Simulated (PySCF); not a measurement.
**C4H12Si (SiEt2H2): density, localisation and related maps**

Input file:

```
{"job": {"kind": "nmr", "xc": "PBE0", "basis": "pcSseg-1"}, "charge": 0, "multiplicity": 1}
Si    -0.391860     0.006288    -0.271593
C     -0.426729    -0.022739     1.615591
C     -1.823487     0.084318     2.221142
H      0.215844     0.799387     1.977795
H      0.066424    -0.954336     1.945096
H     -1.797319     0.056205     3.321996
H     -2.319713     1.022907     1.927855
H     -2.472667    -0.741088     1.888418
C      1.375238    -0.046248    -0.933547
C      1.481474    -0.040351    -2.455665
H      1.863546    -0.944059    -0.514788
H      1.918418     0.814956    -0.505386
H      2.529125    -0.067459    -2.794496
H      0.971766    -0.909993    -2.900438
H      1.021050     0.861483    -2.889846
H     -1.077714     1.246452    -0.766821
H     -1.161927    -1.166323    -0.805062
```

Launched as:

```sh
OMP_NUM_THREADS=1 python probes_run.py task.json out
```

Geometry: PBE0-D3(BJ)/def2-SVP.

The calculation used PySCF, PBE0/pcSseg-1, SCF density, gas phase, non-relativistic.

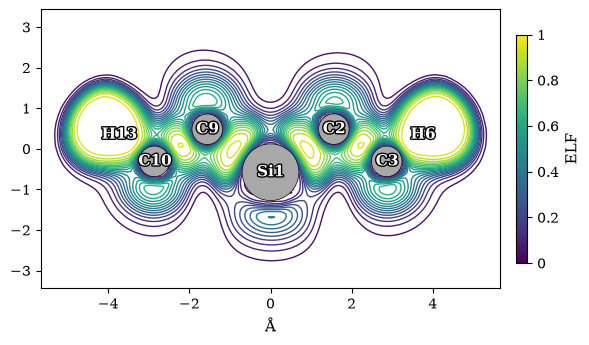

Figure 1. Electron localisation function on the plane of atoms Si1, C2 and C3. Grey discs cover the atomic cores.

Describe what can be read from this map.

- The section cuts through Si, C and H sites.
- C–C (1.53 Å): the ELF peaks at about 0.95 between the atoms, as expected for a covalent bond.
- C–Si (1.89 Å): the ELF peaks at about 0.95 between the atoms; a shared electron pair.
- C–H (1.10 Å): the ELF climbs to about 1 towards the hydrogen, as it does in any bond to H: an ordinary covalent bond to hydrogen.

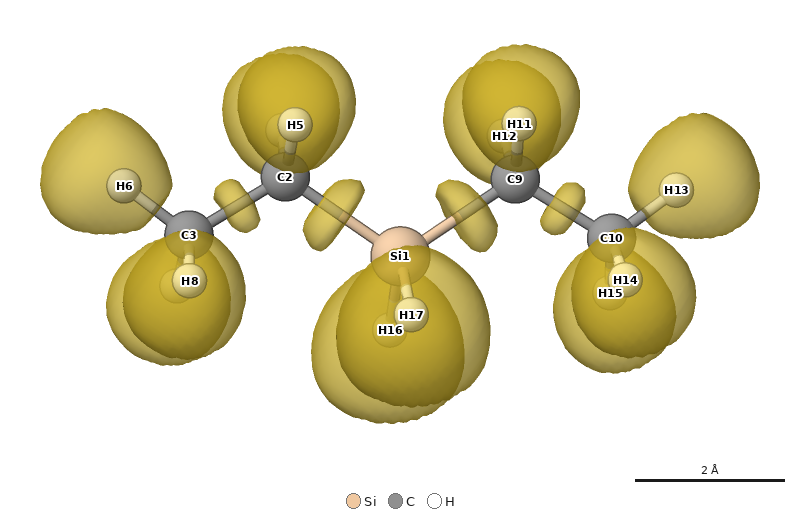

Figure 2. Isosurface of the ELF at 0.85 (yellow), seen across its widest extent. Core shells and regions of very low density are left out.

Describe the localisation domains.

The surface consists of two regions between bonded C–C atoms (shared pairs), two regions between bonded C–Si atoms (shared pairs) and twelve regions around hydrogen nuclei.

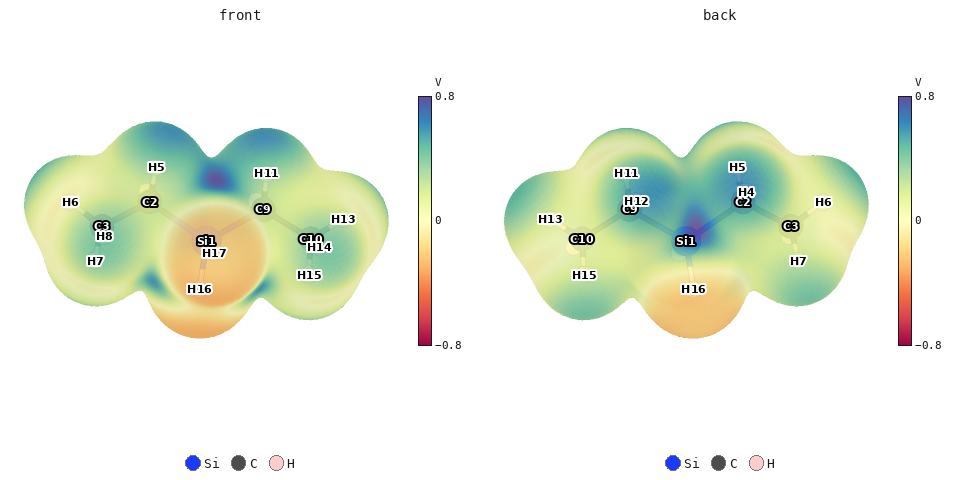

Figure 3. The electrostatic potential painted on the density surface at 0.002 e/bohr³, seen from the front and from behind; the colour scale runs from red (negative) to blue (positive).

Where is the surface potential most negative and most positive?

The most negative region (about −0.3 V) lies over H16 and H17, the most positive (about +0.8 V) over Si1.

What dipole moment does the calculation give?

Its dipole moment is 0.84 D.
